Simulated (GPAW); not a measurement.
Band structure of In3Cl (P6_3/mmc, 8 atoms in the cell).

```xyz
8
Lattice="6.6613 0.0000 0.0000 -3.3306 5.7688 0.0000 0.0000 0.0000 6.1936" Properties=species:S:1:pos:R:3 pbc="T T T"
In     1.6497     0.9524     4.6452
In     1.6810     4.8164     1.5484
In     0.0000     1.9049     1.5484
In     3.3306     3.8640     4.6452
In     5.0116     0.9524     4.6452
In    -1.6810     4.8164     1.5484
Cl     3.3306     1.9229     1.5484
Cl     0.0000     3.8459     4.6452
```

Method: LDA (Perdew-Wang 92), GPAW PAW datasets LDA (gpaw-data 1.0.1) (plane waves; GPAW).

Settings: mode = pw; ecut = 600 eV; xc = LDA; kpts = 3 3 3; mesh shift (steps) = 0 0 0; occupations.name = fermi-dirac; occupations.width = 0.1 eV; nbands = -16; convergence.density = 1e-05 e/electron; symmetry.symmorphic = false; symmetry.tolerance = 0.0005; maxiter = 120; bandpath_npoints = 40.

The starting cell comes from a database of computed structures (which also holds hypothetical and non-ambient phases and stackings), without a prior relaxation at this level. Its lattice was rescaled by a random factor within 2.5 % of one. The run gives no clean gap (levels at the Fermi energy touch, overlap or are partly filled at this smearing), which alone does not show that the compound is a metal.

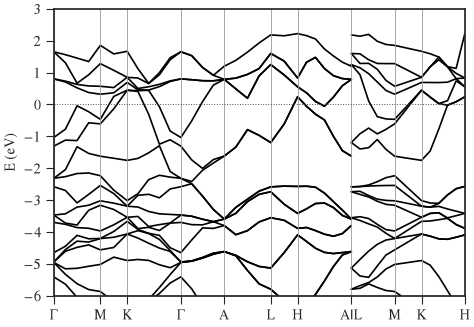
*Bands along the path, energies from the Fermi level.*

Levels in eV from the Fermi level, bands 43 to 50:
```csv
point,43,44,45,46,47,48,49,50
Γ,-2.58,-2.32,-2.32,-1.31,-1.04,0.80,0.80,1.65
M,-2.54,-2.23,-1.62,-0.61,-0.47,0.32,0.57,1.28
K,-3.19,-3.02,-1.75,0.45,0.45,0.69,0.85,0.85
A,-3.60,-3.60,-1.62,-1.62,0.79,0.79,0.79,0.79
L,-2.58,-2.58,-1.19,-1.19,1.25,1.25,1.60,1.60
H,-2.57,-2.57,0.24,0.24,0.55,0.55,0.83,0.83
```

Bands cross the Fermi level along this path, so the cell is metallic at this level.
